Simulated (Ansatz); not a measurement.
CH₈B₂Si (SMILES BC(B)[SiH3])

```yaml
atoms:
  - { symbol: B, position_ang: [-1.1043, 1.2995, -0.1454] }
  - { symbol: C, position_ang: [-0.7160, -0.1715, 0.0926] }
  - { symbol: B, position_ang: [0.1451, -0.3830, 1.3700] }
  - { symbol: Si, position_ang: [0.8832, -0.5631, -0.9229] }
  - { symbol: H, position_ang: [-2.2478, 1.5946, -0.4464] }
  - { symbol: H, position_ang: [-0.2832, 2.1880, -0.0041] }
  - { symbol: H, position_ang: [-1.4749, -0.9497, -0.1153] }
  - { symbol: H, position_ang: [0.0003, -1.3739, 2.0619] }
  - { symbol: H, position_ang: [0.9894, 0.4425, 1.6769] }
  - { symbol: H, position_ang: [1.6209, 0.6712, -1.3370] }
  - { symbol: H, position_ang: [0.4596, -1.3825, -2.1073] }
  - { symbol: H, position_ang: [1.8046, -1.4273, -0.0889] }
```

Theory: RKS PBE/def2-SVP in Ansatz 0.2.0.

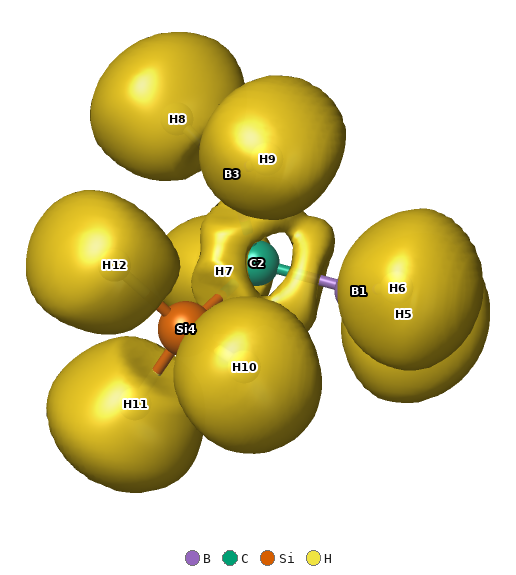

Figure 1. Isosurface of the electron localisation function at 0.75 (yellow), seen at a tilt. Core shells and regions of very low density are left out.

Q: What do the ELF domains correspond to?

A: The surface consists of eight regions around hydrogen nuclei and one region on C in which the atom's valence shell and bonds are merged.


C–B (1.54 Å): the ELF peaks at about 0.95 between the atoms, as expected for a shared electron pair. C–Si (1.93 Å): the ELF peaks at about 0.90 between the atoms; localised, covalent bonding.

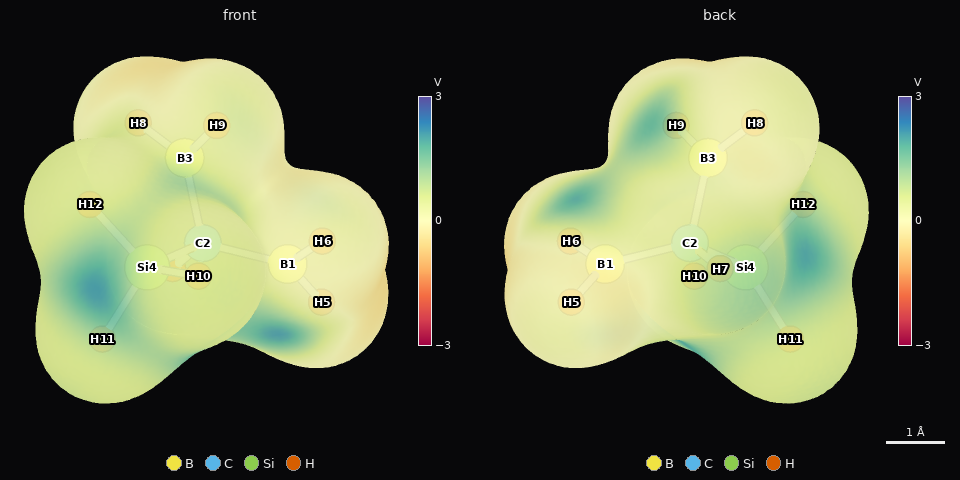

Figure 2. The electrostatic potential painted on the density surface at 0.004 e/bohr³, seen from the front and from behind; the colour scale runs from red (negative) to blue (positive).

Q: Which sites attract a positive test charge, and which a negative one?

A: A positive charge is drawn to the negative regions and a negative charge to the positive ones. The most negative region (about −0.5 V, or −12 kcal/mol for a unit charge) lies over H6, the most positive (about +2.0 V, or +46 kcal/mol for a unit charge) over B1 and Si4.

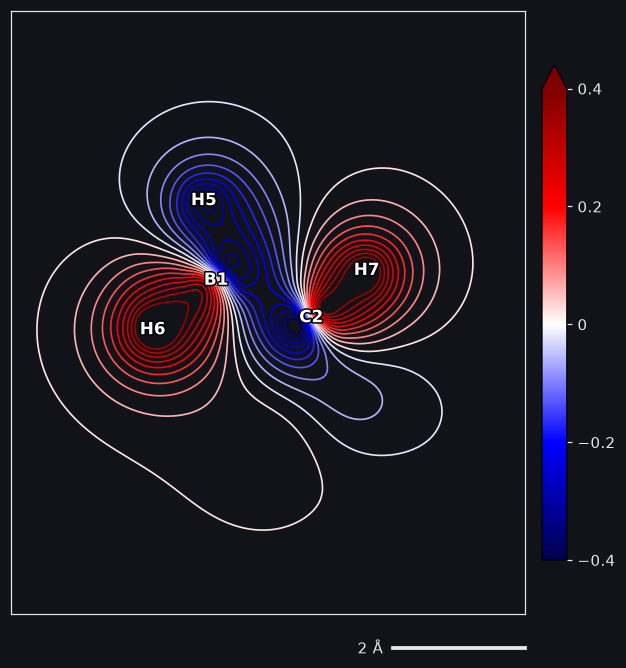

Figure 3. The HOMO−1 on the plane of atoms C2, B1 and H5 (values in Å⁻³ᐟ²; the overall sign is arbitrary).

Q: Describe this orbital and give its energy.

A: Its weight (Hirshfeld) is mainly on B1 (about 20 %), C2 (about 15 %), B3 (about 15 %), H6 (about 15 %), H8 (about 10 %) and H9 (about 10 %). Its energy is −7.58 eV.
